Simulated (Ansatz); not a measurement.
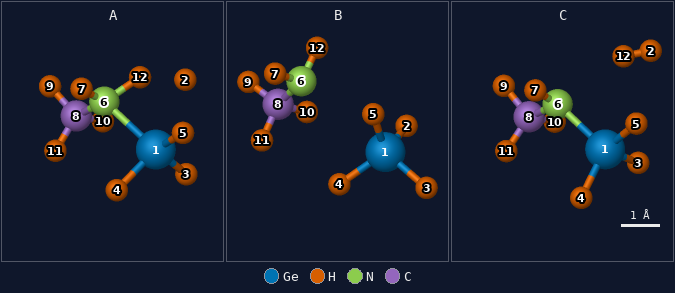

3 geometries from a converged minimum-energy path of CH9GeN, made up at the start of GeH₄ and CH$_{5}$N, shuffled. The picture is a ball-and-stick view, seen from a free direction.

These are results of RKS PBE0/def2-mTZVP in Ansatz, not measurements. Settings: 7 movable images; climbing image; force threshold 0.05 eV/Å; iteration limit 60; starting path through a guess of the saddle point.

Question: Which frame is the top of the path?

Answer: A. In order along the path, whose images run from 0 to 8: B (image 0, 0.0 kJ/mol), A (image 3, +206.8 kJ/mol), C (image 5, +46.9 kJ/mol). Breaking: Ge1–H2 (1.53 → 2.17 at the top → 4.41 Å), N6–H12 (1.01 → 1.17 at the top → 2.63 Å). Forming: Ge1–N6 (3.15 → 1.98 at the top → 1.84 Å), H2–H12 (3.17 → 1.21 at the top → 0.75 Å).

Limits of the set-up: the start holds two separate molecules, 2.9 Å apart at their closest, whose relative position is a soft coordinate and is computed without a dispersion correction.

Cost: 8 min on 2 threads of Arm Neoverse V1 (shared host), peak memory 0.22 GiB.
